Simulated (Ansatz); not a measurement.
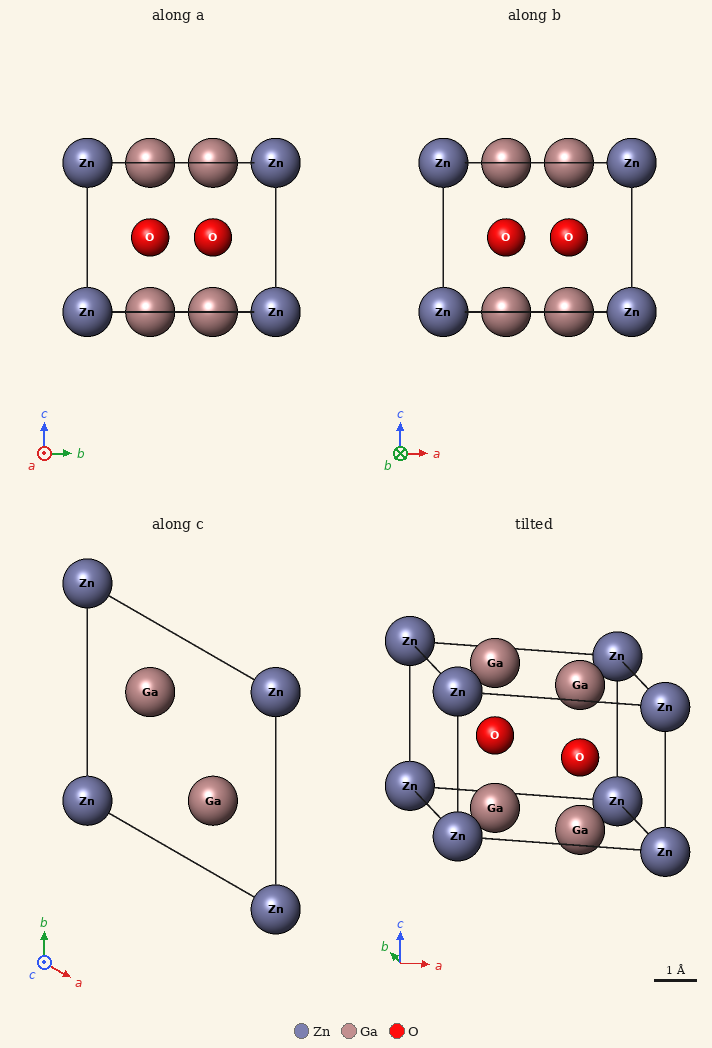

View along the a axis, along the b axis, along the c axis and slightly off an axis, drawn as a spheres-only model. The conventional unit cell is drawn as a box.

Lattice parameters: a = 5.285 Å, b = 5.285 Å, c = 3.627 Å, α = 90.00°, β = 90.00°, γ = 120.00°. Put a along x and b in the xy plane.

**Transcribe the picture into a POSCAR file.**

```
Zn Ga O
1.0
     5.285    0.000    0.000
    -2.642    4.577    0.000
     0.000    0.000    3.627
Zn Ga O
1 2 2
Direct
  0.0000 0.0000 0.0000
  0.3333 0.6667 0.0000
  0.6667 0.3333 0.0000
  0.3333 0.6667 0.5000
  0.6667 0.3333 0.5000
```

The model was built from a random cell made by a generator, so it need not be a real form of the compound. Earlier steps of the study may have refined or changed the cell and positions. A calculation with Ansatz used it as input.
